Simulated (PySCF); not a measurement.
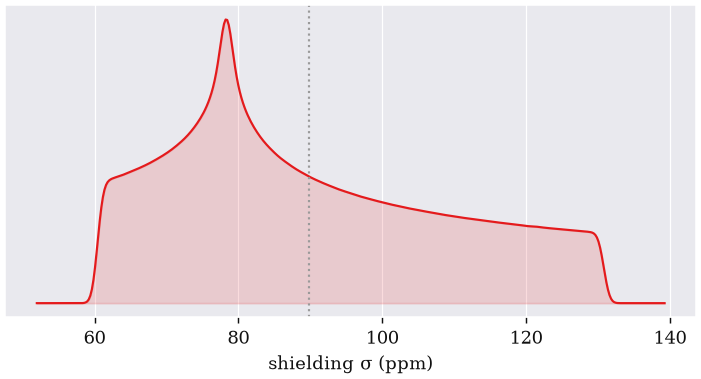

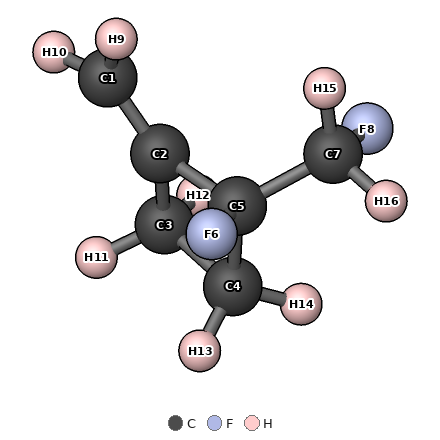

Static powder pattern (¹³C) from GIAO shielding tensors of C₆H₈F₂, SMILES C=C1CC[C@@]1(F)CF, PBE0/pcSseg-1, PySCF, at a GFN2-xTB geometry (no frequency check); absolute shielding, one fixed geometry of the isolated molecule without any motion, no dipolar terms. The dotted line is the isotropic value; skew is 3(σiso − σ22)/span.

> The pattern belongs to C5. Give the principal values, span and skew.

C5: σ11, σ22, σ33 = 60, 78, 131 ppm, isotropic 90, span 70 ppm, skew 0.49.

Caveats: the tight-binding geometry is rougher than a DFT one and adds to the error; one conformer of a flexible molecule.
